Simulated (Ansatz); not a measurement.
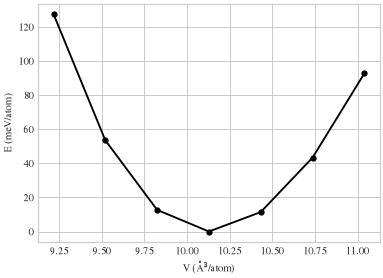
Figure. WC in space group P-6m2 (No. 187; W on 1a, C on 1f) under volume change, DFT-LDA in the program Ansatz with PAW potentials, shape and atoms relaxed at each volume.

**Question.** What does a third-order Birch–Murnaghan fit give for V₀, B₀ and B′?

**Answer.** V₀ = 10.13 Å³/atom, B₀ = 421 GPa, B′ = 4.3.

The cell was relaxed with LDA under the symmetry of its start. The run is not spin-polarised. Spin–orbit coupling is left out wherever it is not named.

Potentials: the earlier of the program's two PAW sets. The files were generated under PBE; for other functionals the program regenerates the frozen cores, and for LDA and PBEsol the local potential too.
